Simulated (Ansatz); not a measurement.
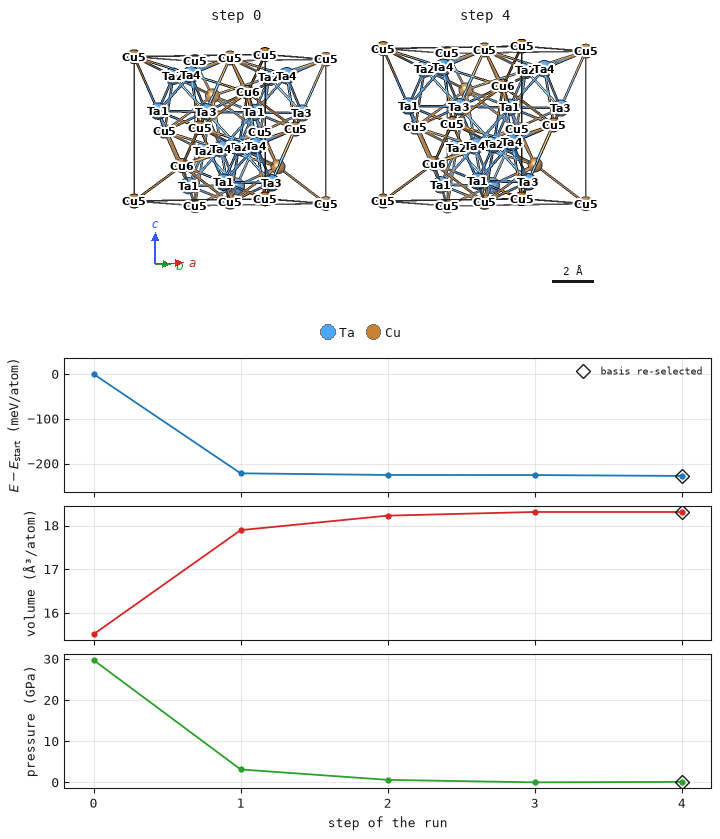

First and last geometry of a relaxation of a crystal of Ta$_{2}$Cu (built on the cubic Laves (C15)_227 type) (coarse preliminary run), with the history of the run. A ball-and-stick model of the conventional cell (4 times the calculation's cell), seen from a free direction. Lengths and directions refer to the drawn axes.

Case: cubic Laves (C15) type (Fd-3m, No. 227).

Level of theory: Ansatz 0.2.0, DFT PBE, scalar-relativistic, plane waves, PAW. Settings: plane-wave cutoff 420 eV; k-point mesh 4 × 4 × 4; occupations gaussian; smearing width 0.1 eV; no spin polarisation; cell and atoms relaxed; force threshold 0.04 eV/Å; at most 70 steps.

**Did the run converge, and what did it change?**

It converged. No atom moves by more than 0.005 Å relative to the cell. The volume changes by +18.0 %, with a = b = c 7.194 → 7.603 Å (+5.7 %). Among the contacts that change: Cu5–Cu6 3.115 → 3.292 Å, Ta1–Cu5 2.982 → 3.152 Å, Ta1–Ta2 2.543 → 2.688 Å. The space group stays Fd-3m (No. 227). The energy falls by 228 meV per atom in 3 accepted moves (4 points after the start). All forces vanish by symmetry, so only the cell relaxes. The pressure goes from 29.73 to 0.14 GPa. The SCF was repeated once at an unchanged geometry on a basis and grid sized afresh for the cell, which shifted the energy by 2.0 meV per atom at most. The run took 15 s on 1 thread of Arm Neoverse V2, on a shared host, peak memory 0.38 GiB.

```json
{"step": "0", "E − E(0), meV/atom": "0.00", "pressure, GPa": "29.73", "volume, Å³/atom": "15.513", "note": ""}
{"step": "1", "E − E(0), meV/atom": "-221.82", "pressure, GPa": "3.15", "volume, Å³/atom": "17.894", "note": ""}
{"step": "2", "E − E(0), meV/atom": "-225.54", "pressure, GPa": "0.63", "volume, Å³/atom": "18.225", "note": ""}
{"step": "3", "E − E(0), meV/atom": "-225.67", "pressure, GPa": "0.02", "volume, Å³/atom": "18.310", "note": ""}
{"step": "4", "E − E(0), meV/atom": "-227.69", "pressure, GPa": "0.14", "volume, Å³/atom": "18.310", "note": "same geometry, new basis"}
```
